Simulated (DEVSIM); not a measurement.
Device: InP n+/n-/n+ resistor, at 350 K.

```tsv
layer (left to right)	material	thickness (μm)	Nd (cm⁻³)	τn (s)	τp (s)
1	InP	0.490	1.5e17	1.6e-8	1.6e-8
2	InP	3.40	6.3e13	1.6e-8	1.6e-8
3	InP	0.390	2.1e17	1.6e-8	1.6e-8
```

Left contact: ohmic. Right contact: ohmic. Voltage is applied to the left contact. Recombination: SRH at mid-gap. Mobility is μmin + (μ − μmin)/(1 + (N/Nref)^α).

Constants are typed, rounded textbook-type inputs, not results; the design itself was drawn at random and stands for no fabricated device. Values at 300 K; Nc and Nv go as T^1.5, mobilities as T to minus their exponent, the gap by Varshni's rule with the affinity fixed.

```csv
parameter,InP
gap (eV),1.344
affinity (eV),4.38
permittivity,12.5
Nc (cm⁻³),5.7e17
Nv (cm⁻³),1.1e19
μn (cm²/Vs),5200
μp (cm²/Vs),170
"μn,min",400
"μp,min",10
"Nref,n",3e17
"Nref,p",4.9e17
αn,0.47
αp,0.62
T exponent of μn,2
T exponent of μp,2
Varshni α (eV/K),0.000363
Varshni β (K),162
```

Model (solved in DEVSIM): 1D drift-diffusion, Boltzmann statistics, complete ionisation; no tunnelling, impact ionisation, image-force lowering or self-heating.

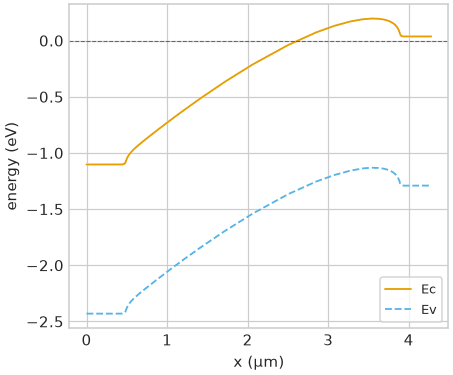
*Band edges at 1.15 V on the left contact*

Energies count from the Fermi level of the right contact; mesh points crowd at the junctions.

```json
[
 {"x (μm)": "0.000", "Ec (eV)": "-1.103", "Ev (eV)": "-2.431", "n (cm⁻³)": "1.5e17", "p (cm⁻³)": "< 1e2", "field (V/cm)": "≈ 0"},
 {"x (μm)": "0.02899", "Ec (eV)": "-1.103", "Ev (eV)": "-2.431", "n (cm⁻³)": "1.5e17", "p (cm⁻³)": "< 1e2", "field (V/cm)": "≈ 0"},
 {"x (μm)": "0.08943", "Ec (eV)": "-1.103", "Ev (eV)": "-2.431", "n (cm⁻³)": "1.5e17", "p (cm⁻³)": "< 1e2", "field (V/cm)": "≈ 0"},
 {"x (μm)": "0.2154", "Ec (eV)": "-1.103", "Ev (eV)": "-2.430", "n (cm⁻³)": "1.5e17", "p (cm⁻³)": "< 1e2", "field (V/cm)": "≈ 0"},
 {"x (μm)": "0.3956", "Ec (eV)": "-1.103", "Ev (eV)": "-2.430", "n (cm⁻³)": "1.5e17", "p (cm⁻³)": "< 1e2", "field (V/cm)": "18"},
 {"x (μm)": "0.4586", "Ec (eV)": "-1.100", "Ev (eV)": "-2.428", "n (cm⁻³)": "1.4e17", "p (cm⁻³)": "< 1e2", "field (V/cm)": "2100"},
 {"x (μm)": "0.4889", "Ec (eV)": "-1.074", "Ev (eV)": "-2.402", "n (cm⁻³)": "5.8e16", "p (cm⁻³)": "< 1e2", "field (V/cm)": "21000"},
 {"x (μm)": "0.5322", "Ec (eV)": "-1.012", "Ev (eV)": "-2.340", "n (cm⁻³)": "7.4e15", "p (cm⁻³)": "< 1e2", "field (V/cm)": "9900"},
 {"x (μm)": "0.6146", "Ec (eV)": "-0.949", "Ev (eV)": "-2.277", "n (cm⁻³)": "1.0e15", "p (cm⁻³)": "< 1e2", "field (V/cm)": "6400"},
 {"x (μm)": "0.7855", "Ec (eV)": "-0.849", "Ev (eV)": "-2.177", "n (cm⁻³)": "1.5e14", "p (cm⁻³)": "< 1e2", "field (V/cm)": "5600"},
 {"x (μm)": "1.181", "Ec (eV)": "-0.634", "Ev (eV)": "-1.962", "n (cm⁻³)": "1.3e14", "p (cm⁻³)": "< 1e2", "field (V/cm)": "5300"},
 {"x (μm)": "2.504", "Ec (eV)": "-0.039", "Ev (eV)": "-1.367", "n (cm⁻³)": "1.8e14", "p (cm⁻³)": "160", "field (V/cm)": "3600"},
 {"x (μm)": "3.284", "Ec (eV)": "0.172", "Ev (eV)": "-1.156", "n (cm⁻³)": "3.4e14", "p (cm⁻³)": "11000", "field (V/cm)": "1600"},
 {"x (μm)": "3.632", "Ec (eV)": "0.194", "Ev (eV)": "-1.134", "n (cm⁻³)": "8.5e14", "p (cm⁻³)": "22000", "field (V/cm)": "-680"},
 {"x (μm)": "3.815", "Ec (eV)": "0.150", "Ev (eV)": "-1.178", "n (cm⁻³)": "4.8e15", "p (cm⁻³)": "5100", "field (V/cm)": "-5500"},
 {"x (μm)": "3.870", "Ec (eV)": "0.103", "Ev (eV)": "-1.225", "n (cm⁻³)": "2.3e16", "p (cm⁻³)": "1100", "field (V/cm)": "-14000"},
 {"x (μm)": "3.895", "Ec (eV)": "0.055", "Ev (eV)": "-1.273", "n (cm⁻³)": "1.2e17", "p (cm⁻³)": "210", "field (V/cm)": "-16000"},
 {"x (μm)": "3.930", "Ec (eV)": "0.038", "Ev (eV)": "-1.290", "n (cm⁻³)": "2.1e17", "p (cm⁻³)": "110", "field (V/cm)": "-630"},
 {"x (μm)": "4.038", "Ec (eV)": "0.037", "Ev (eV)": "-1.291", "n (cm⁻³)": "2.1e17", "p (cm⁻³)": "< 1e2", "field (V/cm)": "≈ 0"},
 {"x (μm)": "4.168", "Ec (eV)": "0.037", "Ev (eV)": "-1.291", "n (cm⁻³)": "2.1e17", "p (cm⁻³)": "< 1e2", "field (V/cm)": "≈ 0"},
 {"x (μm)": "4.237", "Ec (eV)": "0.037", "Ev (eV)": "-1.291", "n (cm⁻³)": "2.1e17", "p (cm⁻³)": "< 1e2", "field (V/cm)": "≈ 0"},
 {"x (μm)": "4.280", "Ec (eV)": "0.037", "Ev (eV)": "-1.291", "n (cm⁻³)": "2.1e17", "p (cm⁻³)": "< 1e2", "field (V/cm)": "≈ 0"}
]
```
